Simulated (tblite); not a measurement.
## Run report: C3H6AlNS, property calculation

The run: property calculation of C3H6AlNS (AlMe2(NCS)). Method and program: GFN2-xTB, R-SCC (tblite 0.8.0).

The geometry comes from this level: GFN2-xTB.

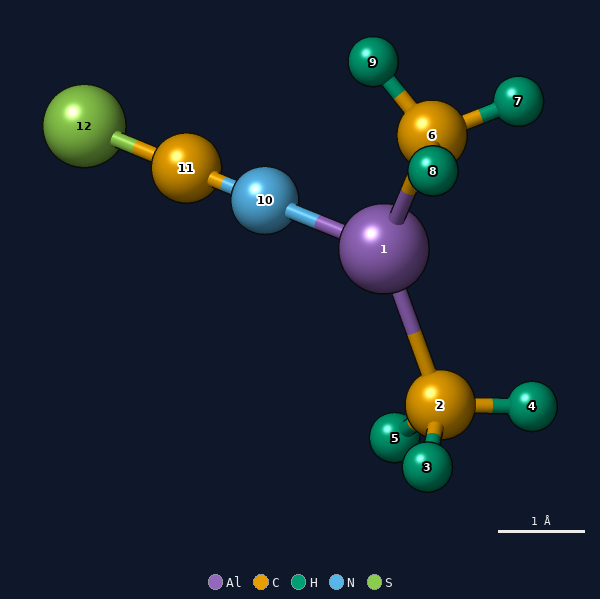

Figure 1. The structure as given in the input (ball-and-stick view, seen at a tilt; atoms are numbered from 1 in the order of the input). Sticks mark near contacts. Bond lengths as drawn: Al–C 1.99 Å, Al–N 1.81 Å, C–H 1.09 to 1.10 Å, C–N 1.20 Å and C–S 1.56 Å.

The input (run.py):
```python
"""GFN2-xTB single point with population analysis"""
import json
import numpy as np
from tblite.interface import Calculator

symbols = ["Al", "C", "H", "H", "H", "C", "H", "H", "H", "N", "C", "S"]
numbers = np.array([13, 6, 1, 1, 1, 6, 1, 1, 1, 7, 6, 16])
positions = np.array([  # bohr
    [0.167165, 0.280832, -0.001285],
    [3.893913, -0.147096, -0.024510],
    [4.792232, 0.586609, 1.687318],
    [4.804062, 0.816078, -1.611199],
    [4.385998, -2.153702, -0.158548],
    [-2.045232, 3.310441, -0.001039],
    [-1.904183, 4.401342, -1.752135],
    [-1.609385, 4.624954, 1.533758],
    [-4.028008, 2.752575, 0.209382],
    [-1.556360, -2.681673, 0.023017],
    [-2.703990, -4.628336, 0.037454],
    [-4.196194, -7.162024, 0.057788],
])

calc = Calculator("GFN2-xTB", numbers, positions, charge=0, uhf=0)
calc.add("bond-orders")
calc.add("molecular-multipoles")
res = calc.singlepoint()

thr = 0.1
print(f"total energy: {res.get('energy') * 2625.4996:.8f} kJ/mol")
eps = np.atleast_2d(res.get("orbital-energies")) * 27.211386
occ = np.atleast_2d(res.get("orbital-occupations"))
filled = occ.sum(axis=0) if eps.shape[0] == 1 else occ[0]
homo = np.nonzero(filled > 0.5)[0].max()
print("  MO   occupation   energy/eV")
for i in range(max(0, homo - 4), min(eps.shape[1], homo + 5)):
    print(f"{i + 1:4d} {filled[i]:10.4f} {eps[0, i]:12.4f}")
mu = res.get("dipole") * 2.541746
print(f"dipole: {np.linalg.norm(mu):.4f} D, components " + " ".join(f"{c:.4f}" for c in mu))
q = res.get("charges")
print("atom     charge    atomic energy/Eh")
for i, (s, e) in enumerate(zip(symbols, res.get("energies"))):
    print(f"{s:<2}{i + 1:<3} {q[i]:9.4f} {e:14.6f}")
bo = res.get("bond-orders")
bo = bo[..., 0] if bo.ndim == 3 else bo
print("Bond orders above {}:".format(thr))
for i in range(len(symbols)):
    for k in range(i):
        if bo[i, k] > thr:
            print(f"  {symbols[k]}{k + 1}-{symbols[i]}{i + 1}  {bo[i, k]:.3f}")
print("traceless quadrupole (xx xy yy xz yz zz, e bohr^2):", np.round(res.get("quadrupole"), 4))
out = {k: np.asarray(res.get(k)).tolist() for k in ("energy", "gradient", "charges", "dipole", "orbital-energies", "orbital-occupations", "bond-orders", "energies", "quadrupole")}
out.update(symbols=symbols, positions=(positions * 0.529177210903).tolist())
json.dump(out, open("results.json", "w"))
```

Machine: 1 thread of Intel Xeon (Granite Rapids), 192 GiB of memory available, shared host.

Launched with:
```bash
python run.py
```

Log:
```
------------------------------------------------------------
  cycle        total energy    energy error   density error
------------------------------------------------------------
      1     -16.46385320598  -1.6709403E+01   3.9963987E-01
      2     -16.67071880203  -2.0686560E-01   4.2138959E-01
      3     -16.71326720179  -4.2548400E-02   3.1910630E-01
      4     -16.71158439374   1.6828080E-03   6.0995946E-02
      5     -16.72153718885  -9.9527951E-03   1.2985731E-02
      6     -16.72244078752  -9.0359867E-04   1.3300646E-02
      7     -16.72255251187  -1.1172435E-04   5.0692377E-03
      8     -16.72262058093  -6.8069054E-05   3.8067618E-03
      9     -16.72262684294  -6.2620178E-06   1.2223220E-03
     10     -16.72262399784   2.8451041E-06   7.7369891E-04
     11     -16.72262794242  -3.9445792E-06   2.4170621E-04
     12     -16.72262826572  -3.2329703E-07   4.2886218E-05
     13     -16.72262827130  -5.5874025E-09   1.0516072E-05
------------------------------------------------------------

 total:                                   0.006 sec
total energy: -43905.25383726 kJ/mol
  MO   occupation   energy/eV
  12     2.0000     -12.7278
  13     2.0000     -11.7106
  14     2.0000     -10.6250
  15     2.0000     -10.5551
  16     2.0000     -10.4475
  17     0.0000      -6.5355
  18     0.0000      -6.3456
  19     0.0000      -6.1837
  20     0.0000      -4.2140
dipole: 4.5394 D, components 2.2896 3.9195 -0.0314
atom     charge    atomic energy/Eh
Al1      0.2994      -1.189191
C 2     -0.2092      -2.143803
H 3      0.0600      -0.485006
H 4      0.0595      -0.485272
H 5      0.0770      -0.478296
C 6     -0.2093      -2.143803
H 7      0.0602      -0.484930
H 8      0.0595      -0.485265
H 9      0.0769      -0.478340
N 10    -0.2313      -2.920291
C 11     0.1767      -2.048848
S 12    -0.2195      -3.379584
Bond orders above 0.1:
  Al1-C2  1.055
  C2-H3  0.923
  C2-H4  0.925
  C2-H5  0.913
  Al1-C6  1.055
  C6-H7  0.923
  C6-H8  0.925
  C6-H9  0.913
  Al1-N10  0.969
  N10-C11  2.080
  N10-S12  0.354
  C11-S12  1.803
traceless quadrupole (xx xy yy xz yz zz, e bohr^2): [  1.2577 -18.9028  -9.0733   0.1057   0.2456   7.8156]
```

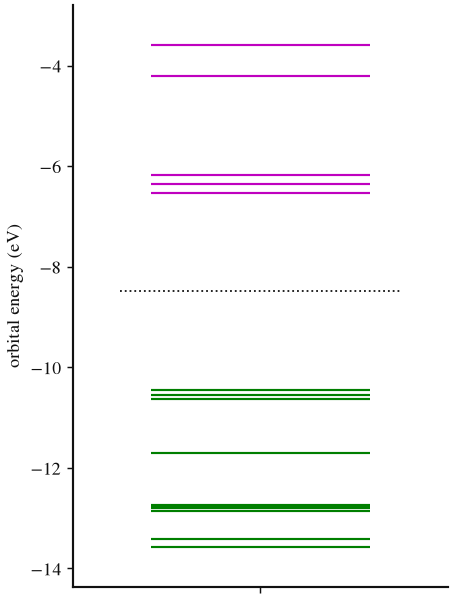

Figure 2. Orbital energies near the frontier; the dotted line parts filled from empty levels, and levels within 0.02 eV of each other stand side by side. Highest filled −10.45 eV, lowest empty −6.54 eV, 3.91 eV apart.

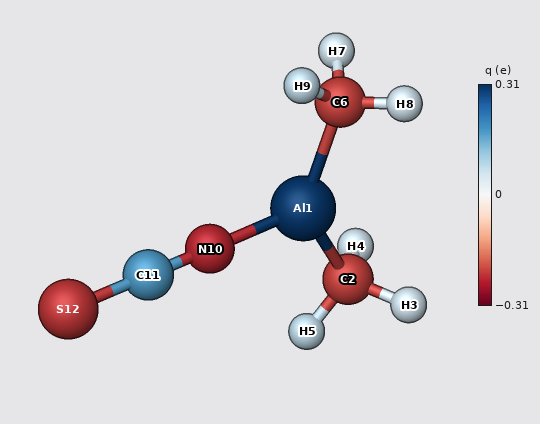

Figure 3. Mulliken charges, as the colour of each atom (ball-and-stick view, seen at a tilt; atoms are numbered from 1 in the order of the input). By element: Al +0.30, C −0.21 to +0.18, H +0.06 to +0.08, N −0.23 and S −0.22 e.

Summary:

```json
{"quantity": "outcome", "value": "converged"}
{"quantity": "total energy", "value": "−16.722628 hartree"}
{"quantity": "basis functions", "value": "40"}
{"quantity": "largest force", "value": "0.008 eV/Å"}
{"quantity": "HOMO", "value": "−10.45 eV"}
{"quantity": "LUMO", "value": "−6.54 eV"}
{"quantity": "dipole moment", "value": "4.54 D"}
{"quantity": "peak memory", "value": "0.04 GiB"}
```
